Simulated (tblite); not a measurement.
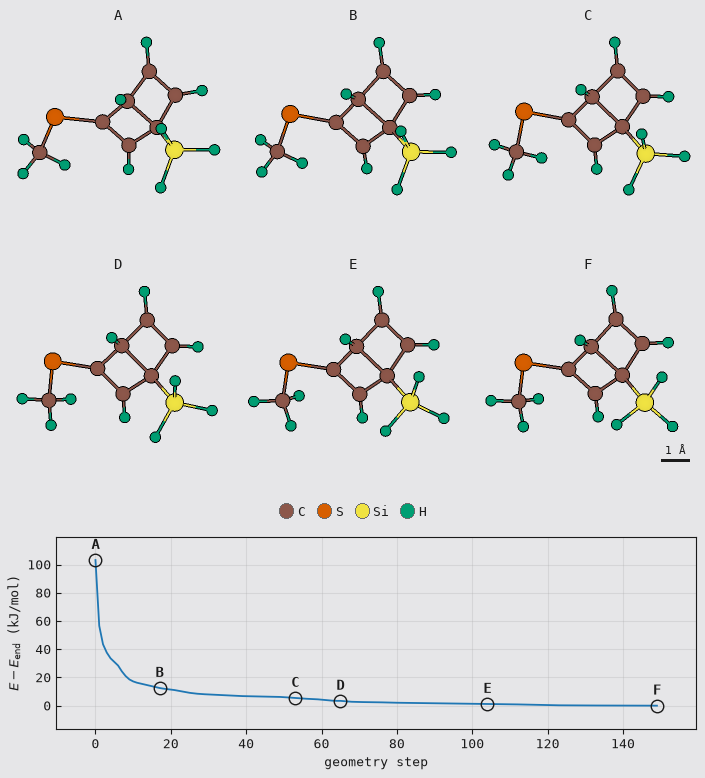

Frames of a relaxation of C$_{7}$H$_{10}$SSi, marked on the history of the run. The picture is a ball-and-stick view, seen at a tilt.

The calculation used tblite 0.8.0, GFN2-xTB geometry optimisation, gas phase. 

> What happens along the run?

After 149 geometry steps the energy has fallen by 103.2 kJ/mol. The atom that moves furthest after the best rigid fit is an H atom (1.25 Å). By element the largest moves are H 1.25 Å, C 0.33 Å, S 0.15 Å, Si 0.15 Å. Near-neighbour distances that change, for instance: C–C 1.491 → 1.567 Å, C–C 1.441 → 1.514 Å, C–S 1.796 → 1.740 Å, C–Si 1.845 → 1.885 Å. Among the angles between lasting bonds that change: Si–C–C 109.2° → 122.6°, C–S–C 111.4° → 99.2°, C–C–H 115.9° → 125.0°. Groups turn about C–S by about 45°, C–Si by about 45°. From step 0 to 17: an H atom moves most (0.40 Å), energy −90.7 kJ/mol. From step 17 to 53: an H atom moves most (0.44 Å), energy −7.09 kJ/mol. From step 53 to 65: an H atom moves most (0.47 Å), energy −2.03 kJ/mol. From step 65 to 104: an H atom moves most (0.40 Å), energy −2.20 kJ/mol. From step 104 to 149: an H atom moves most (0.38 Å), energy −1.21 kJ/mol.

```json
{"step": "0", "E − E(0), kJ/mol": "0.00"}
{"step": "1", "E − E(0), kJ/mol": "-46.61"}
{"step": "2", "E − E(0), kJ/mol": "-59.71"}
{"step": "3", "E − E(0), kJ/mol": "-65.61"}
{"step": "4", "E − E(0), kJ/mol": "-69.65"}
{"step": "5", "E − E(0), kJ/mol": "-72.21"}
{"step": "6", "E − E(0), kJ/mol": "-74.77"}
{"step": "7", "E − E(0), kJ/mol": "-78.90"}
{"step": "8", "E − E(0), kJ/mol": "-82.23"}
{"step": "9", "E − E(0), kJ/mol": "-84.62"}
{"step": "10", "E − E(0), kJ/mol": "-86.03"}
{"step": "17", "E − E(0), kJ/mol": "-90.69"}
{"step": "25", "E − E(0), kJ/mol": "-94.12"}
{"step": "32", "E − E(0), kJ/mol": "-95.49"}
{"step": "39", "E − E(0), kJ/mol": "-96.44"}
{"step": "47", "E − E(0), kJ/mol": "-96.85"}
{"step": "54", "E − E(0), kJ/mol": "-97.98"}
{"step": "61", "E − E(0), kJ/mol": "-99.21"}
{"step": "69", "E − E(0), kJ/mol": "-100.55"}
{"step": "76", "E − E(0), kJ/mol": "-100.88"}
{"step": "83", "E − E(0), kJ/mol": "-101.24"}
{"step": "90", "E − E(0), kJ/mol": "-101.45"}
{"step": "98", "E − E(0), kJ/mol": "-101.83"}
{"step": "105", "E − E(0), kJ/mol": "-102.06"}
{"step": "112", "E − E(0), kJ/mol": "-102.32"}
{"step": "120", "E − E(0), kJ/mol": "-102.78"}
{"step": "127", "E − E(0), kJ/mol": "-103.05"}
{"step": "134", "E − E(0), kJ/mol": "-103.12"}
{"step": "142", "E − E(0), kJ/mol": "-103.19"}
{"step": "149", "E − E(0), kJ/mol": "-103.23"}
```
